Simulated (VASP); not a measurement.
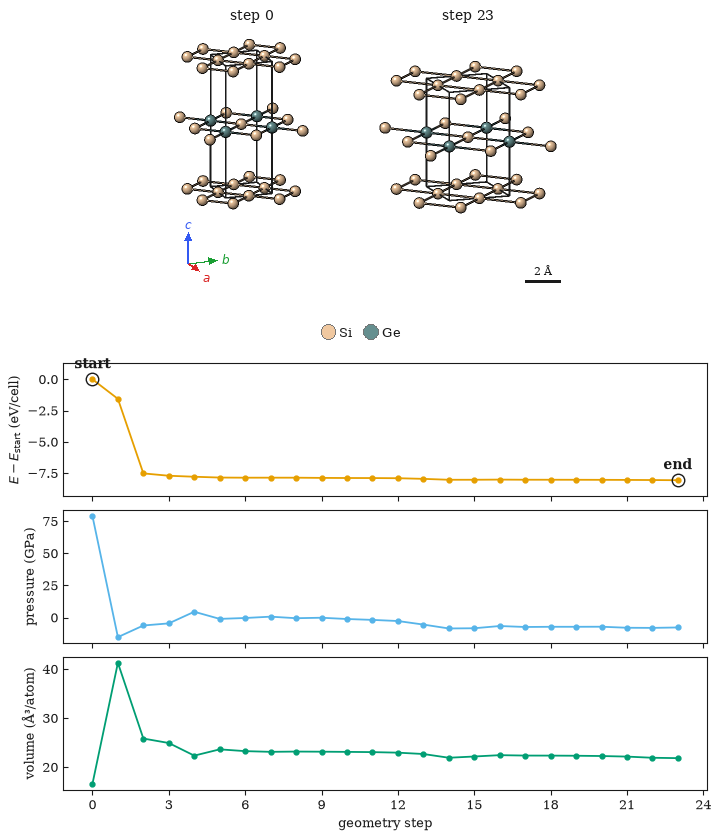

First and last geometry of a relaxation of crystalline Si3Ge (a generated structure, set up in Cmmm), with the history of the run. The picture is a ball-and-stick view of the cell of the calculation, seen slightly off an axis.

The run lets cell and atoms move.

All numbers below come from Kohn-Sham DFT of a periodic cell, PBE, VASP PAW PBE potentials, recommended in VASP.

Input
```
SYSTEM = Si3Ge
PREC     = Normal         ! precision mode
ENCUT    = 520            ! plane-wave cutoff, eV
EDIFF    = 1E-4           ! SCF threshold, eV
ISMEAR   = 0              ! smearing method
SIGMA    = 0.15           ! smearing width, eV
LREAL    = .False.        ! projectors in reciprocal space
LASPH    = .True.         ! aspherical terms in the spheres
NELM     = 60             ! most SCF steps
ALGO     = Fast           ! electronic algorithm
ISIF     = 3              ! what is computed and relaxed
LWAVE    = .False.        ! write WAVECAR
LCHARG   = .False.        ! write CHGCAR
GGA      = PE             ! functional
IBRION   = 2              ! ionic algorithm
NSW      = 24             ! ionic steps
EDIFFG   = -0.08          ! ionic threshold
```

Command:
```bash
cat potpaw_PBE.64/Si/POTCAR potpaw_PBE.64/Ge_d/POTCAR > POTCAR
mpirun -np 1 vasp_std > vasp.out
```

Question: Read the history and describe the run.

Answer: The relaxation stopped without meeting its thresholds, so the last structure isn't shown to be converged. No atom moves by more than 0.005 Å relative to the cell. Cell: a = b 2.904 → 3.676 Å (+26.6 %), c 7.887 → 6.471 Å (−18.0 %), γ 94.5° → 87.3°. Volume +31.7 %. Near-neighbour distances that change, for instance: Si–Si 2.904 → 3.676 Å, Ge–Si 1.972 → 2.660 Å, Si–Si 1.972 → 2.660 Å, Si–Si 2.132 → 2.538 Å. The space group stays Cmmm (No. 65). After 23 geometry steps the energy has fallen by 8.060 eV per cell of the calculation. All forces vanish by symmetry, so only the cell relaxes. Pressure: 79.08 GPa at the start and −7.69 GPa at the end. The volume changes by over a tenth within one run on a fixed set of plane waves, so the end point should be relaxed again from the new cell. It ran on 1 thread of Intel(R) Xeon(R) Platinum 8488C (Sapphire Rapids) (shared host).
